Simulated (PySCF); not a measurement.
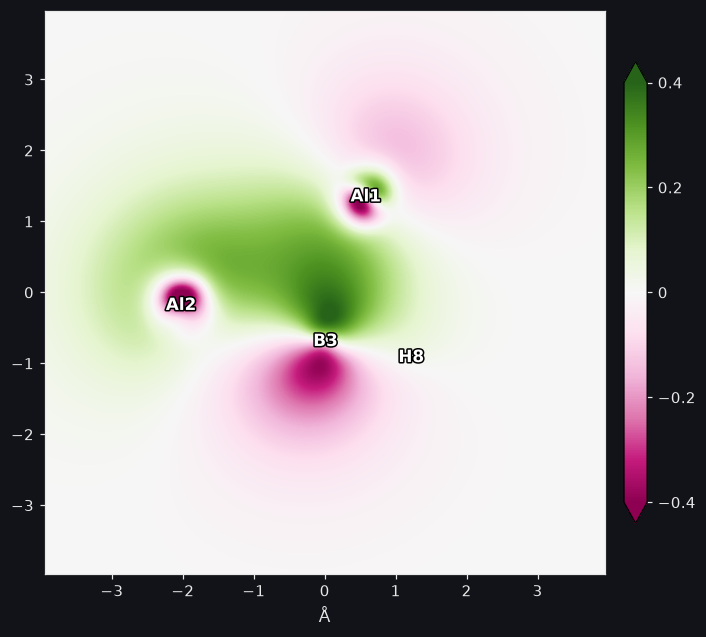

Al₂BH₅. The HOMO−1 on the plane of atoms Al1, B3 and Al2 (values in Å⁻³ᐟ²; the overall sign is arbitrary).

Geometry: PBE0-D4/def2-SVP.

The calculation used Gaussian-basis quantum chemistry of an isolated molecule with PySCF, energy and nuclear gradient, functional PBE0 in PySCF 2.14.0.

| atom | x (Å) | y (Å) | z (Å) |
| --- | --- | --- | --- |
| Al | 0.0869 | -1.0976 | 1.0119 |
| Al | 1.7652 | -0.4870 | -1.4225 |
| B | 1.1366 | 0.5834 | 0.2694 |
| H | 0.7258 | 1.1085 | -0.7818 |
| H | -1.4813 | -1.2070 | 0.7579 |
| H | 2.3779 | 0.5140 | 0.2081 |
| H | 0.7776 | -2.0200 | 2.1108 |
| H | 0.7336 | 1.1488 | 1.2815 |

### What is the character of this orbital?

Its weight (Hirshfeld) is mainly on Al2 (about 30 %), B3 (about 25 %), Al1 (about 20 %), H5 (about 5 %) and H7 (about 5 %). Its energy is −8.00 eV.
